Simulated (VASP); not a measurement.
```
Be3HgSe4
1.0
   -0.04143     5.37709     5.46103
    5.37709    -0.04143     5.46103
    2.66783     2.66783     0.00000
Hg Se Be
1 4 3
Cartesian
  5.33566   5.33566  10.85611
  1.33391   1.33391   1.67762
  3.88797   1.44769   3.96817
  1.44769   3.88797   3.96817
  4.00174   4.00174   6.82688
  5.35465   2.64883   2.73659
  2.64883   5.35465   2.73659
  2.66783   2.66783   5.45708
```

These are PBEsol GGA, VASP's PBE PAW potentials (set 64) (plane waves; VASP) values and carry that method's errors. Numerical set-up: 400 eV cut-off, 4×4×8 Γ-centred mesh, tetrahedra with Blöchl corrections, potentials Hg Se Be.

Unless said otherwise, spin-orbit coupling is left out, though it shifts the bands of the heavy elements here.

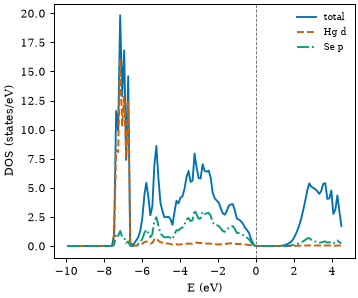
Total and projected density of states, zero at the valence-band maximum

Within 2 eV below the valence-band maximum the largest weight inside VASP's projection spheres is Se p.

The gap is direct, 1.09 eV, from the valence maximum at Γ to the conduction minimum at Γ.

The structure was generated: Be3HgSe4 was put into an ordered model structure (Amm2), which need not be its known phase. It was relaxed first.
